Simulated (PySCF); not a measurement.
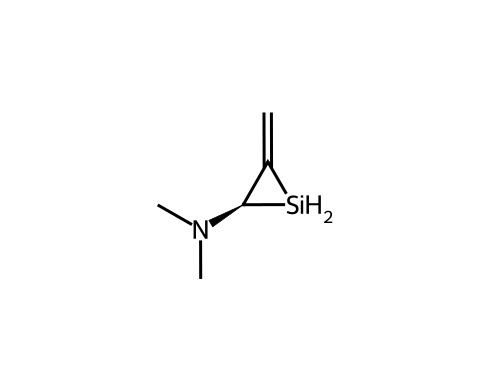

Computed geometry: GFN2-xTB optimisation. No frequency run is at hand to confirm it as a minimum. Method: CAM-B3LYP/def2-SVPD, gas phase (PySCF 2.14.0). Excitations: vertical, linear response.

> What is the dipole moment?

0.47 D.

> Estimate the lowest vertical singlet excitation.

4.71 eV.

> What is the LUMO energy (Kohn–Sham orbital)?

0.59 eV.

> Give the mean static polarisability at this level.

98.5 bohr³.

The geometry is semi-empirical. Around Si such bond lengths and angles can be off by a tenth of an ångström or more and by several degrees, and values that hang on the shape move with them.
